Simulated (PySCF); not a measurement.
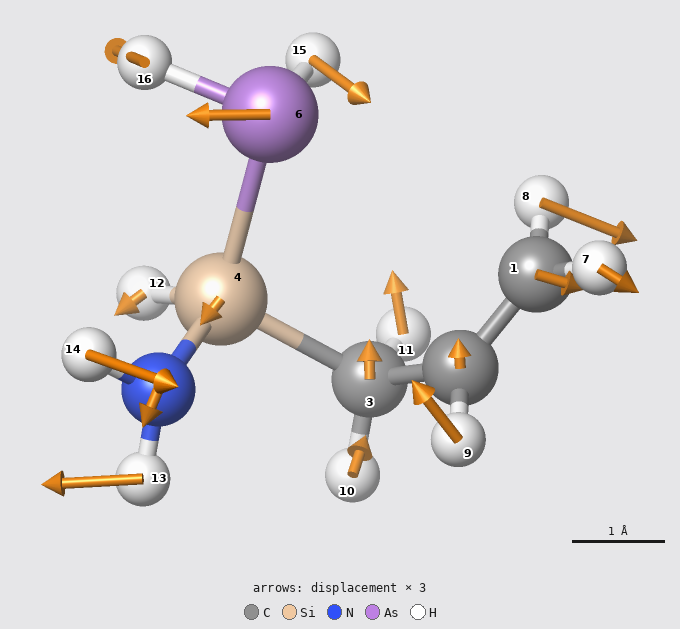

This is a relaxation of C$_{3}$H$_{10}$AsNSi. The starting structure is drawn; orange arrows show the displacements, 3 times their true length. The two geometries are superimposed by the best rigid fit.

The picture is a ball-and-stick view, seen at a tilt.

The start comes from GFN2-xTB.

Method: PBE0-D3(BJ)/def2-SVP geometry optimisation, gas phase (PySCF 2.14.0, density-fitted response routines). 

> Atoms of which element are displaced furthest, and by how much?

Hydrogen: up to 0.46 Å, against 0.31 Å for arsenic.

> What happened in the run?

The energy falls by 0.155 eV in 19 geometry steps. Largest force component: 1.2 eV/Å at the start, 0.017 eV/Å at the end. The forces were under the threshold at step 7, but the run went on from there. An H atom moves most after the best rigid fit: 0.46 Å. By element the largest moves are H 0.46 Å, As 0.31 Å, C 0.20 Å, N 0.15 Å, Si 0.12 Å. Near-neighbour distances that change, for instance: As–Si 2.324 → 2.371 Å, C–Si 1.920 → 1.895 Å, As–H 1.500 → 1.523 Å, C–H 1.088 → 1.105 Å. Among the angles between lasting bonds that change: C–Si–N 105.8° → 110.5°, As–Si–H 117.1° → 112.6°, Si–C–H 110.6° → 106.8°. Groups turn about N–Si by about 30°, As–Si by about 25°.
